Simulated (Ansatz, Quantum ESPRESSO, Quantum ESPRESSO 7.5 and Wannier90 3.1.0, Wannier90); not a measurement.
# zigzag Li chain, bond 2.95 Å, width 1.2 Å: Wannier functions and conductance

Wanted: localised orbitals and the quantum conductance of this wire: zigzag Li chain, bond 2.95 Å, width 1.2 Å.

Program: Quantum ESPRESSO 7.5 and Wannier90 3.1.0. Level of theory: plane-wave DFT, PBE, GBRV ultrasoft pseudopotentials (cross-check by Ansatz 0.2.0 with PAW datasets). Results are calculated unless marked as measured.

## Step 1: The structure

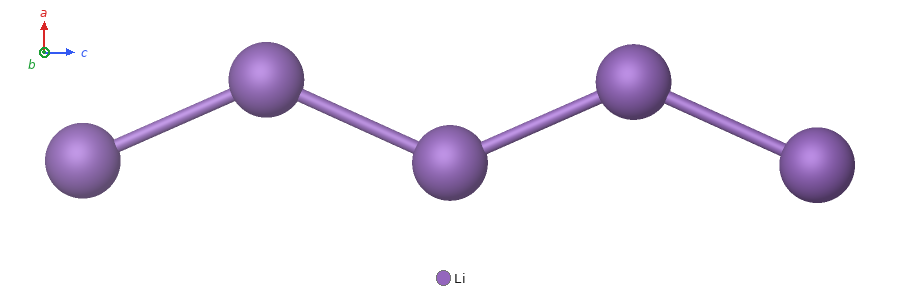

The cell as given, from the side, with the c axis across the page (lithium purple). 1×1×2 cells are drawn. Some periodic images of atoms are drawn too.

The cell holds 2 atoms: 2 Li. Cell: a = 9.000 Å, b = 8.000 Å, c = 5.390 Å, α = 90.0°, β = 90.0°, γ = 90.0°. Vacuum lies along a and b. The structure's axis is c.

## Step 2: Ground state

scf.in

```
&control
  prefix = 'scf'
  outdir = './out'
  pseudo_dir = './pseudo'
  calculation = 'scf'
  tprnfor = .true.
/
&system
  ibrav = 0
  nat = 2
  ntyp = 1
  ecutwfc = 34
  ecutrho = 170
  occupations = 'smearing'
  smearing = 'mv'
  degauss = 0.005
/
&electrons
  conv_thr = 1e-07
  mixing_beta = 0.4
  electron_maxstep = 120
  mixing_mode = 'local-TF'
/
ATOMIC_SPECIES
  Li  6.9400  li_pbe_v1.4.uspp.F.UPF
CELL_PARAMETERS angstrom
  9.00000000000000 0.00000000000000 0.00000000000000
  0.00000000000000 8.00000000000000 0.00000000000000
  0.00000000000000 0.00000000000000 5.38980519128475
ATOMIC_POSITIONS crystal
  Li  -0.066666666700 0.000000000000 0.000000000000
  Li  0.066666666700 0.000000000000 0.500000000000
K_POINTS automatic
  1 1 12 0 0 0
```

Run with:

```
$ OMP_NUM_THREADS=1 mpirun -n 4 pw.x -nk 1 -in scf.in > scf.out
```

The log of the run:

```text
Program PWSCF v.7.5 starts
[citation notice left out]

     Parallel version (MPI & OpenMP), running on       4 processor cores
     Number of MPI processes:                 4
     Threads/MPI process:                     1

     MPI processes distributed on     1 nodes
[...]
Current dimensions of program PWSCF are:
     Max number of different atomic species (ntypx) = 10
     Max number of k-points (npk) =  40000
     Max angular momentum in pseudopotentials (lmaxx) =  4
     Message from routine setup:
     using ibrav=0 with symmetry is DISCOURAGED, use correct ibrav instead

     R & G space division:  proc/nbgrp/npool/nimage =       4
     Subspace diagonalization in iterative solution of the eigenvalue problem:
     a serial algorithm will be used

     Parallelization info
     --------------------
     sticks:   dense  smooth     PW     G-vecs:    dense   smooth      PW
     Min         871     696    192                24496    17538    2564
     Max         873     697    193                24497    17539    2566
     Sum        3489    2787    769                97987    70155   10259

     Using Slab Decomposition

     bravais-lattice index     =            0
     lattice parameter (alat)  =      17.0075  a.u.
     unit-cell volume          =    2618.7990 (a.u.)^3
     number of atoms/cell      =            2
     number of atomic types    =            1
     number of electrons       =         6.00
     number of Kohn-Sham states=            7
     kinetic-energy cutoff     =      34.0000  Ry
     charge density cutoff     =     170.0000  Ry
     scf convergence threshold =      1.0E-07
     mixing beta               =       0.4000
     number of iterations used =            8  local-TF  mixing
     Exchange-correlation=  SLA  PW   PBX  PBC
                           (   1   4   3   4   0   0   0)

     celldm(1)=  17.007535  celldm(2)=   0.000000  celldm(3)=   0.000000
     celldm(4)=   0.000000  celldm(5)=   0.000000  celldm(6)=   0.000000

     crystal axes: (cart. coord. in units of alat)
               a(1) = (   1.000000   0.000000   0.000000 )
               a(2) = (   0.000000   0.888889   0.000000 )
               a(3) = (   0.000000   0.000000   0.598867 )

     reciprocal axes: (cart. coord. in units 2 pi/alat)
               b(1) = (  1.000000  0.000000  0.000000 )
               b(2) = (  0.000000  1.125000  0.000000 )
               b(3) = (  0.000000  0.000000  1.669819 )

     PseudoPot. # 1 for Li read from file:
     ./pseudo/li_pbe_v1.4.uspp.F.UPF
     Pseudo is Ultrasoft, Zval =  3.0
     Generated by new atomic code, or converted to UPF format
     Using radial grid of  751 points,  5 beta functions with:
                l(1) =   0
                l(2) =   0
                l(3) =   0
                l(4) =   1
                l(5) =   1
     Q(r) pseudized with 10 coefficients,  rinner =    1.150   1.150   1.150

     atomic species   valence    mass     pseudopotential
     Li                3.00     6.94000     Li( 1.00)

      8 Sym. Ops., with inversion, found ( 4 have fractional translation)

   Cartesian axes

     site n.     atom                  positions (alat units)
         1        Li     tau(   1) = (  -0.0666667   0.0000000   0.0000000  )
         2        Li     tau(   2) = (   0.0666667   0.0000000   0.2994336  )

     number of k points=     7  Marzari-Vanderbilt smearing, width (Ry)=  0.0050
                       cart. coord. in units 2pi/alat
        k(    1) = (   0.0000000   0.0000000   0.0000000), wk =   0.1666667
        k(    2) = (   0.0000000   0.0000000   0.1391516), wk =   0.3333333
        k(    3) = (   0.0000000   0.0000000   0.2783032), wk =   0.3333333
        k(    4) = (   0.0000000   0.0000000   0.4174548), wk =   0.3333333
        k(    5) = (   0.0000000   0.0000000   0.5566064), wk =   0.3333333
        k(    6) = (   0.0000000   0.0000000   0.6957580), wk =   0.3333333
        k(    7) = (   0.0000000   0.0000000  -0.8349096), wk =   0.1666667

     Dense  grid:    97987 G-vectors     FFT dimensions: (  72,  64,  48)

     Smooth grid:    70155 G-vectors     FFT dimensions: (  64,  60,  40)

     Estimated max dynamical RAM per process >      37.97 MB

     Estimated total dynamical RAM >     151.90 MB

     Initial potential from superposition of free atoms

     starting charge       5.0985, renormalised to       6.0000

     negative rho (up, down):  1.442E-05 0.000E+00
     Starting wfcs are   10 randomized atomic wfcs

     total cpu time spent up to now is        1.0 secs

     per-process dynamical memory:    19.5 Mb

     Self-consistent Calculation

     iteration #  1     ecut=    34.00 Ry     beta= 0.40
     Davidson diagonalization with overlap
     ethr =  1.00E-02,  avg # of iterations =  3.6

     negative rho (up, down):  1.011E-03 0.000E+00

     total cpu time spent up to now is        1.3 secs

     total energy              =     -28.94763520 Ry
     estimated scf accuracy    <       0.36216062 Ry

     iteration #  2     ecut=    34.00 Ry     beta= 0.40
[...]
negative rho (up, down):  1.285E-02 0.000E+00

[...]
total energy              =     -28.79429238 Ry
     estimated scf accuracy    <       0.21800122 Ry

     iteration #  3     ecut=    34.00 Ry     beta= 0.40
[...]
negative rho (up, down):  1.214E-02 0.000E+00

[...]
total energy              =     -28.79895908 Ry
     estimated scf accuracy    <       0.01728871 Ry

     iteration #  4     ecut=    34.00 Ry     beta= 0.40
[...]
negative rho (up, down):  5.714E-03 0.000E+00

[...]
total energy              =     -28.80355755 Ry
     estimated scf accuracy    <       0.00246443 Ry

     iteration #  5     ecut=    34.00 Ry     beta= 0.40
[...]
negative rho (up, down):  5.211E-04 0.000E+00

[...]
total energy              =     -28.80383175 Ry
     estimated scf accuracy    <       0.00026871 Ry

     iteration #  6     ecut=    34.00 Ry     beta= 0.40
[...]
total energy              =     -28.80380796 Ry
     estimated scf accuracy    <       0.00014745 Ry

     iteration #  7     ecut=    34.00 Ry     beta= 0.40
[...]
total energy              =     -28.80382913 Ry
     estimated scf accuracy    <       0.00000358 Ry

     iteration #  8     ecut=    34.00 Ry     beta= 0.40
[...]
total energy              =     -28.80383174 Ry
     estimated scf accuracy    <       0.00000064 Ry

     iteration #  9     ecut=    34.00 Ry     beta= 0.40
[...]
total energy              =     -28.80383266 Ry
     estimated scf accuracy    <       0.00000017 Ry

     iteration # 10     ecut=    34.00 Ry     beta= 0.40
[...]
End of self-consistent calculation

          k = 0.0000 0.0000 0.0000 (  8773 PWs)   bands (ev):

   -50.6146 -50.6063  -3.5471  -1.2999  -1.1105  -0.5983  -0.1633

          k = 0.0000 0.0000 0.1392 (  8759 PWs)   bands (ev):

   -50.6144 -50.6064  -3.5194  -1.2758  -1.0758  -0.7223  -0.1365

          k = 0.0000 0.0000 0.2783 (  8765 PWs)   bands (ev):

   -50.6140 -50.6068  -3.4367  -1.2434  -0.9800  -0.9718  -0.0594

          k = 0.0000 0.0000 0.4175 (  8741 PWs)   bands (ev):

   -50.6134 -50.6075  -3.2994  -1.4909  -0.9708  -0.7990   0.0500

          k = 0.0000 0.0000 0.5566 (  8737 PWs)   bands (ev):

   -50.6125 -50.6083  -3.1088  -1.8709  -0.7799  -0.5582   0.1299

          k = 0.0000 0.0000 0.6958 (  8761 PWs)   bands (ev):

   -50.6115 -50.6094  -2.8664  -2.2403  -0.5265  -0.2509   0.0292

[...]
the Fermi energy is    -2.5658 ev

!    total energy              =     -28.80383259 Ry
     estimated scf accuracy    <       0.00000002 Ry
     smearing contrib. (-TS)   =      -0.00027348 Ry
     internal energy E=F+TS    =     -28.80355910 Ry

     The total energy is F=E-TS. E is the sum of the following terms:
     one-electron contribution =     -32.57489539 Ry
     hartree contribution      =      12.82189632 Ry
     xc contribution           =      -6.55458208 Ry
     ewald contribution        =      -2.49597795 Ry

     convergence has been achieved in  10 iterations

     Forces acting on atoms (cartesian axes, Ry/au):

     atom    1 type  1   force =    -0.00617786    0.00000000    0.00000000
     atom    2 type  1   force =     0.00617786    0.00000000    0.00000000

     Total force =     0.008737     Total SCF correction =     0.000044

[...]
=------------------------------------------------------------------------------=
   JOB DONE.
=------------------------------------------------------------------------------=
```

It took 4.7 s on 4 MPI ranks of Intel Xeon at 2.60GHz (Ice Lake), shared host; peak memory 0.33 GiB; 18 s of CPU time.

This step gave:

- free energy: -391.8961 eV
- Fermi energy: -2.566 eV

The run needed 10 iterations to bring the estimated error under 1e-07 Ry; the largest force on any atom, held or free, is 0.16 eV/Å.

## Step 3: Full uniform mesh without symmetry

Wannier90 needs the states on a whole uniform mesh, listed point by point, without symmetry.

nscf.in is the input of step 2 with these lines changed:

```diff
@@ -1,7 +1,6 @@
 &control
-  prefix = 'scf'
+  prefix = 'nscf'
   outdir = './out'
   pseudo_dir = './pseudo'
-  calculation = 'scf'
-  tprnfor = .true.
+  calculation = 'nscf'
 /
@@ -16,5 +15,8 @@
   degauss = 0.005
+  nosym = .true.
+  noinv = .true.
+  nbnd = 31
 /
 &electrons
-  conv_thr = 1e-07
+  conv_thr = 1e-08
   mixing_beta = 0.4
@@ -22,2 +24,3 @@
   mixing_mode = 'local-TF'
+  diago_full_acc = .true.
 /
@@ -32,3 +35,9 @@
   Li  0.066666666700 0.000000000000 0.500000000000
-K_POINTS automatic
-  1 1 12 0 0 0
+K_POINTS crystal
+6
+  0.0000000000 0.0000000000 0.0000000000 0.1666666667
+  0.0000000000 0.0000000000 0.1666666667 0.1666666667
+  0.0000000000 0.0000000000 0.3333333333 0.1666666667
+  0.0000000000 0.0000000000 0.5000000000 0.1666666667
+  0.0000000000 0.0000000000 0.6666666667 0.1666666667
+  0.0000000000 0.0000000000 0.8333333333 0.1666666667
```

Run with:

```
$ cp -r out/scf.save out/nscf.save
$ cp out/scf.xml out/nscf.xml
$ OMP_NUM_THREADS=1 mpirun -n 4 pw.x -nk 1 -in nscf.in > nscf.out
```

The log of the run:

```text
[banner, memory and clock lines left out]
Program PWSCF v.7.5 starts
[citation notice left out]

[...]
bravais-lattice index     =            0
     lattice parameter (alat)  =      17.0075  a.u.
     unit-cell volume          =    2618.7990 (a.u.)^3
     number of atoms/cell      =            2
     number of atomic types    =            1
     number of electrons       =         6.00
     number of Kohn-Sham states=           31
     kinetic-energy cutoff     =      34.0000  Ry
     charge density cutoff     =     170.0000  Ry
     Exchange-correlation=  SLA  PW   PBX  PBC
                           (   1   4   3   4   0   0   0)

[...]
PseudoPot. # 1 for Li read from file:
     ./pseudo/li_pbe_v1.4.uspp.F.UPF
     Pseudo is Ultrasoft, Zval =  3.0
     Generated by new atomic code, or converted to UPF format
     Using radial grid of  751 points,  5 beta functions with:
                l(1) =   0
                l(2) =   0
                l(3) =   0
                l(4) =   1
                l(5) =   1
     Q(r) pseudized with 10 coefficients,  rinner =    1.150   1.150   1.150

     atomic species   valence    mass     pseudopotential
     Li                3.00     6.94000     Li( 1.00)

     No symmetry found

[...]
number of k points=     6  Marzari-Vanderbilt smearing, width (Ry)=  0.0050
[...]
Dense  grid:    97987 G-vectors     FFT dimensions: (  72,  64,  45)

     Smooth grid:    70155 G-vectors     FFT dimensions: (  64,  60,  40)

     The potential is recalculated from file :
     ./out/nscf.save/charge-density

     Starting wfcs are   10 randomized atomic wfcs +   21 random wfcs

     Band Structure Calculation
     Davidson diagonalization with overlap
     c_bands:  1 eigenvalues not converged
     c_bands:  1 eigenvalues not converged
     c_bands:  1 eigenvalues not converged
     c_bands:  1 eigenvalues not converged

     ethr =  1.67E-10,  avg # of iterations =105.7

     End of band structure calculation

          k = 0.0000 0.0000 0.0000 (  8773 PWs)   bands (ev):

   -50.6152 -50.6069  -3.5474  -1.3002  -1.1108  -0.5987  -0.1634   0.7391
     1.7487   1.9988   2.3323   2.4336   2.4862   3.4715   3.5502   3.7049
     4.5776   4.7247   4.7758   5.2377   5.3483   5.7975   5.8910   5.9948
     6.9721   7.1499   7.2094   7.2988   7.3638   7.4053   7.6283

          k = 0.0000 0.0000 0.2783 (  8765 PWs)   bands (ev):

   -50.6146 -50.6074  -3.4370  -1.2438  -0.9803  -0.9721  -0.0597   0.8757
     1.6984   1.8729   2.4335   2.5243   2.6288   2.8047   3.0269   3.7405
     4.3536   4.3609   5.0497   5.4491   5.6290   5.6938   6.1618   6.2126
     6.2562   6.2671   6.8442   7.0678   7.6362   7.6734   7.8813

[...]
the Fermi energy is    -2.5661 ev
     (compare with:    -2.5658 eV, computed in scf)

[...]
```

The job ended after 9.2 s (4 MPI ranks; peak memory 0.25 GiB; 34 s of CPU time).

The program's own clock; routines nest. Time by routine:

```csv
routine,wall time (s),calls
PWSCF,8.5,1
electrons,7.58,1
c_bands,7.58,1
cegterg,7,32
h_psi,4.56,672
vloc_psi,4.3,672
fftw,3.93,14590
init_run,0.84,1
cdiaghg,0.68,640
potinit,0.42,1
davcio,0.41,12
hinit0,0.37,1
fft,0.37,12
ffts,0.37,1
```

## Step 4: Neighbour list from wannier90 -pp, with num_wann = 2

A first try, with customary settings: the .win file sets projections and windows, and states in the frozen window are kept exactly.

wan_try.win

```
num_wann = 2
num_bands = 31
num_iter = 200
num_print_cycles = 20
conv_tol = 1e-8
conv_window = 5
guiding_centres = true
dis_num_iter = 1500
dis_conv_tol = 1e-8
dis_win_min = -13.5658
dis_win_max = 6.4342
dis_froz_max = -1.0658
search_shells = 120
fermi_energy = -2.5658

transport = true
transport_mode = bulk
one_dim_axis = z
dist_cutoff = 16.07
dist_cutoff_mode = one_dim
tran_win_min = -4.0
tran_win_max = 2.0
tran_energy_step = 0.02

bands_plot = true
bands_num_points = 96
begin kpoint_path
G 0.0 0.0 0.0 Z 0.0 0.0 0.5
end kpoint_path

begin projections
Li:s
end projections

begin unit_cell_cart
ang
  9.0000000000 0.0000000000 0.0000000000
  0.0000000000 8.0000000000 0.0000000000
  0.0000000000 0.0000000000 5.3898051913
end unit_cell_cart

begin atoms_frac
  Li -0.0666666667 0.0000000000 0.0000000000
  Li 0.0666666667 0.0000000000 0.5000000000
end atoms_frac

mp_grid = 1 1 6
begin kpoints
  0.0 0.0 0.0000000000
  0.0 0.0 0.1666666667
  0.0 0.0 0.3333333333
  0.0 0.0 0.5000000000
  0.0 0.0 0.6666666667
  0.0 0.0 0.8333333333
end kpoints
```

Run with:

```
$ OMP_NUM_THREADS=1 wannier90.x -pp wan_try > wan_try.pp.log
```

Elapsed: 0.6 s, on 1 MPI rank; peak memory 0.08 GiB.

## Step 5: Overlaps and projections

The follow-up step for that run.

wan_try.p2w.in

```
&inputpp
  prefix = 'nscf'
  outdir = './out'
  seedname = 'wan_try'
  write_mmn = .true.
  write_amn = .true.
  write_unk = .false.
/
```

Run with:

```
$ OMP_NUM_THREADS=1 mpirun -n 4 pw2wannier90.x -in wan_try.p2w.in > wan_try.p2w.out
```

Run time: 2.5 s. Hardware: 4 MPI ranks; peak memory 0.23 GiB.

(Continued in part 2 of 6.)

[Logs are printed without paths, hosts, clocks, repeated set-up lines and the standing remarks that a program may print on its own settings, such as how far it seeks lower states.]

[Hosts, paths, dates, database ids (printed as entryN), source tags and the programs' standing remarks are cut or masked in the printed files.]

[Maps of the electrostatic potential energy from Ansatz leave out the sawtooth potential of an applied field or a dipole correction, so their vacuum need not be flat; planar profiles and work functions include it.]
